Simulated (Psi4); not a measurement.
# [SF3]+ (SMILES F[S+](F)F): revPBE/6-311+G(d,p)

What is the vertical ionisation energy of [SF3]+ at revPBE/6-311+G**? 

Program for the calculation: Psi4 1.11.

4 further runs of the same task are left out: 4 that didn't finish.

### Step 1. The molecule

[SF3]+ has 4 atoms, charge +1, and is taken as a singlet. SMILES: `F[S+](F)F`. The coordinates come from a PBE0-D4/def2-TZVP relaxation.

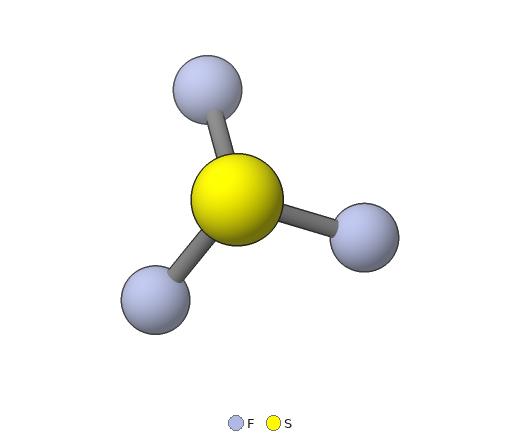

Viewed from a chosen angle; fluorine light blue, sulfur yellow.

### Step 2. Energy and gradient at revPBE/6-311+G(d,p)

run.py

```python
import psi4

psi4.set_memory('2200 MB')
psi4.set_num_threads(1)
psi4.core.set_output_file('psi4.out', False)

molecule = psi4.geometry("""
1 1
F      0.623020     0.191030     1.167760
S      0.432770    -0.058560    -0.301740
F     -0.545420    -1.197460    -0.238600
F     -0.510370     1.064990    -0.627420
symmetry c1
""")

options = {'reference': 'rks', 'puream': True, 'e_convergence': 1e-09, 'd_convergence': 1e-08, 'scf_type': 'pk', 'dft_radial_points': 99, 'dft_spherical_points': 590}
psi4.set_options(options)

result, w = psi4.gradient("revpbe/6-311+G**", return_wfn=True)
psi4.oeprop(w, "MULLIKEN_CHARGES", "MAYER_INDICES", "DIPOLE", title="REVPBE")
print('gradient / Eh bohr^-1')
print(result.np.round(6))
print(f'energy = {w.energy():.10f} Eh')
for k, v in sorted(psi4.core.scalar_variables().items()):
    print(f'{k:45s} {v:18.10f}')
```

The run is started by

```
$ python run.py
```

psi4.out:

```text
[...]
  Running in c1 symmetry.
[...]
  Nuclear repulsion =  208.144192226354278
[...]
  Multiplicity = 1
[...]
  Nalpha       = 21
  Nbeta        = 21
[...]
    Number of basis functions: 96
[...]
   @RKS iter   1:  -697.11489975932852    8.30229e-01   6.27188e-03 ADIIS/DIIS
[...]
   @RKS iter  10:  -697.21795131327872   -6.25278e-12   4.83719e-09 DIIS
[...]
    Orbital Energies [Eh]
    ---------------------
    Doubly Occupied:
       1A    -88.627732     2A    -24.643185     3A    -24.643182
       4A    -24.643181     5A     -8.231391     6A     -6.247877
       7A     -6.247877     8A     -6.237300     9A     -1.579780
      10A     -1.490947    11A     -1.490945    12A     -1.014233
      13A     -0.868149    14A     -0.868149    15A     -0.831890
      16A     -0.757539    17A     -0.757538    18A     -0.713356
      19A     -0.713355    20A     -0.694993    21A     -0.645675
[...]
  @RKS Final Energy:  -697.21795131327872
   => Energetics <=
    Nuclear Repulsion Energy =            208.1441922263542779
    One-Electron Energy =               -1366.2973859693879604
    Two-Electron Energy =                 517.6002924790393536
    DFT Exchange-Correlation Energy =     -56.6650500492844742
    Empirical Dispersion Energy =           0.0000000000000000
    VV10 Nonlocal Energy =                  0.0000000000000000
    Total Energy =                       -697.2179513132787179
[...]
  -Total Gradient:
     Atom            X                  Y                   Z
    ------   -----------------  -----------------  -----------------
       1       -0.010193774561    -0.008693660491    -0.051706578544
       2       -0.053969723305     0.007304021262     0.037635776492
       3        0.032683360638     0.042311820365    -0.000062862941
       4        0.031470353255    -0.040828299003     0.014240135627
[...]
 Multipole Moments:
 ------------------------------------------------------------------------------------
     Multipole            Electronic (a.u.)      Nuclear  (a.u.)        Total (a.u.)
 ------------------------------------------------------------------------------------
 L = 1.  Multiply by 2.5417464519 to convert [e a0] to [Debye]
 Dipole X            :         -0.0197321            0.5966121            0.5768801
 Dipole Y            :          0.0026686           -0.0807302           -0.0780616
 Dipole Z            :          0.0137678           -0.4159756           -0.4022078
 Magnitude           :                                                    0.7075700
[...]
  Mulliken Charges: (a.u.)
   Center  Symbol    Alpha    Beta     Spin     Total
       1     F     4.49385  4.49385  0.00000  0.01230
       2     S     7.51844  7.51844  0.00000  0.96311
       3     F     4.49385  4.49385  0.00000  0.01230
       4     F     4.49385  4.49385  0.00000  0.01229
   Total alpha = 21.00000, Total beta = 21.00000, Total charge =  1.00000
  Mayer Bond Indices:
[...]
```

Standard output:

```text
gradient / Eh bohr^-1
[[-1.0194e-02 -8.6940e-03 -5.1707e-02]
 [-5.3970e-02  7.3040e-03  3.7636e-02]
 [ 3.2683e-02  4.2312e-02 -6.3000e-05]
 [ 3.1470e-02 -4.0828e-02  1.4240e-02]]
energy = -697.2179513133 Eh
CURRENT ENERGY                                   -697.2179513133
CURRENT REFERENCE ENERGY                         -697.2179513133
DD SOLVATION ENERGY                                 0.0000000000
DFT FUNCTIONAL TOTAL ENERGY                      -697.2179513133
DFT TOTAL ENERGY                                 -697.2179513133
DFT VV10 ENERGY                                     0.0000000000
DFT XC ENERGY                                     -56.6650500493
GRID ELECTRONS ALPHA                               21.0000004718
GRID ELECTRONS BETA                                21.0000004718
GRID ELECTRONS TOTAL                               42.0000009436
NUCLEAR REPULSION ENERGY                          208.1441922264
ONE-ELECTRON ENERGY                             -1366.2973859694
PCM POLARIZATION ENERGY                             0.0000000000
PE ENERGY                                           0.0000000000
SCF ITERATION ENERGY                             -697.2179513133
SCF ITERATIONS                                     10.0000000000
SCF TOTAL ENERGY                                 -697.2179513133
TWO-ELECTRON ENERGY                               517.6002924790
XC GRID RADIAL POINTS                              99.0000000000
XC GRID SPHERICAL POINTS                          590.0000000000
XC GRID TOTAL POINTS                           227942.0000000000
```

It took 11 s on 1 thread of Intel Xeon Platinum 8488C (Sapphire Rapids), shared host; peak memory 0.85 GiB.

### Step 3. Doublet [SF3]2+

job.dat

```
memory 2.2 GB

molecule {
  2 2
  F      0.623020     0.191030     1.167760
  S      0.432770    -0.058560    -0.301740
  F     -0.545420    -1.197460    -0.238600
  F     -0.510370     1.064990    -0.627420
  symmetry c1
  no_reorient
  no_com
}

set {
  basis 6-311+G**
  reference uks
  puream true
  e_convergence 1e-09
  d_convergence 1e-08
  scf_type pk
  dft_radial_points 99
  dft_spherical_points 590
  maxiter 100
}

energy_value, wavefunction = gradient('revpbe', return_wfn=True)
oeprop(wavefunction, 'QUADRUPOLE', 'LOWDIN_CHARGES', 'DIPOLE')
print_variables()
```

The run is started by

```
$ psi4 job.dat job.out -n 1
```

job.out (excerpt; [...] marks lines left out):

```text
[...]
  Running in c1 symmetry.
[...]
  Nuclear repulsion =  208.144192226354278
[...]
  Multiplicity = 2
[...]
  Nalpha       = 21
  Nbeta        = 20
[...]
    Number of basis functions: 96
[...]
   @UKS iter   1:  -696.25888883523692    1.68624e+00   6.41387e-03 ADIIS/DIIS
[...]
   @UKS iter  13:  -696.41560774608843   -2.02363e-11   6.23949e-09 DIIS
[...]
   @S^2 Observed:                7.523449702E-01
[...]
  @UKS Final Energy:  -696.41560774608843
   => Energetics <=
    Nuclear Repulsion Energy =            208.1441922263542779
    One-Electron Energy =               -1351.7158207818310984
    Two-Electron Energy =                 503.3516797802845986
    DFT Exchange-Correlation Energy =     -56.1956589708962113
    Empirical Dispersion Energy =           0.0000000000000000
    VV10 Nonlocal Energy =                  0.0000000000000000
    Total Energy =                       -696.4156077460884262
[...]
  -Total Gradient:
     Atom            X                  Y                   Z
    ------   -----------------  -----------------  -----------------
       1       -0.036442582127    -0.004901589884    -0.032010222987
       2        0.026780005804    -0.003622940479    -0.018666728378
       3        0.005418152969     0.044894643133     0.018408840062
       4        0.004235398558    -0.036276228484     0.032373718295
[...]
 Multipole Moments:
 ------------------------------------------------------------------------------------
     Multipole            Electronic (a.u.)      Nuclear  (a.u.)        Total (a.u.)
 ------------------------------------------------------------------------------------
 L = 1.  Multiply by 2.5417464519 to convert [e a0] to [Debye]
 Dipole X            :         -4.6530585            5.7247174            1.0716589
 Dipole Y            :          0.6296263           -0.7746365           -0.1450103
 Dipole Z            :          3.2442489           -3.9914417           -0.7471928
 Magnitude           :                                                    1.3144497
 L = 2.  Multiply by 1.3450342976 to convert [e a0^2] to [Debye ang]
 Quadrupole XX       :        -54.3457296           41.1089123          -13.2368174
 Quadrupole XY       :         -5.9100552            5.8989299           -0.0111254
[...]
```

Wall time 17 s (1 thread of Intel Xeon Platinum 8488C (Sapphire Rapids), shared host); peak memory 0.85 GiB.

### Step 4. What came out

At revPBE/6-311+G**:

| quantity | value |
| --- | --- |
| singlet [SF3]+: total energy | -697.21795 Eh |
| singlet [SF3]+: HOMO energy | -17.57 eV |
| singlet [SF3]+: LUMO energy | -10.20 eV |
| singlet [SF3]+: HOMO–LUMO gap | 7.37 eV |
| singlet [SF3]+: largest force on an atom | 3.404 eV/Å |
| doublet [SF3]2+: total energy | -696.41561 Eh |
| doublet [SF3]2+: HOMO energy (highest over α and β) | -27.38 eV |
| doublet [SF3]2+: LUMO energy (lowest over α and β) | -26.07 eV |
| doublet [SF3]2+: ⟨S²⟩ | 0.752 |
| doublet [SF3]2+: largest force on an atom | 2.511 eV/Å |
| vertical ionisation energy (to the doublet dication) | 21.833 eV |

The vertical ionisation energy comes to 21.83 eV (503 kcal/mol). The largest force (singlet [SF3]+) is 3.40 eV/Å: the shape isn't a stationary point for this species at this level. −ε(HOMO) before ionisation, 17.57 eV, is 4.26 eV below this ionisation energy.
